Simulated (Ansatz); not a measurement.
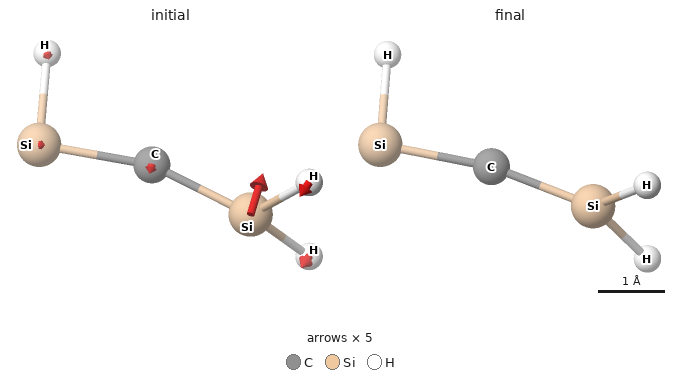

The structure of CH₃Si₂ (charge −1) before (left) and after (right) a relaxation, at one scale. The red arrows give the displacements, 5 times their true length.

Style: ball-and-stick. Shown from a free direction.

It is one of the separated reactants of a reaction.

These are results of RKS PBE0-D4/def2-TZVPD (Ansatz 0.2.0), not measurements. Set-up: force threshold 0.005 eV/Å; at most 200 steps.

Question: Summarise the run.

Answer: The atom that moves furthest after the best rigid fit is a Si atom (0.15 Å). By element the largest moves are Si 0.15 Å, H 0.05 Å, C 0.03 Å. Near-neighbour distances that change, for instance: C–Si 1.728 → 1.692 Å, H–Si 1.518 → 1.496 Å, C–Si 1.753 → 1.733 Å, H–Si 1.570 → 1.550 Å. Bond angles that change, for instance: Si–C–Si 162.0° → 168.8°, C–Si–H 122.6° → 125.4°. Over 8 geometry steps the energy falls by 0.038 eV. Largest force component: 0.53 eV/Å at the start, 0.0047 eV/Å at the end. Cost: 25 s on 2 threads of Arm Neoverse V2, with other jobs on the host.
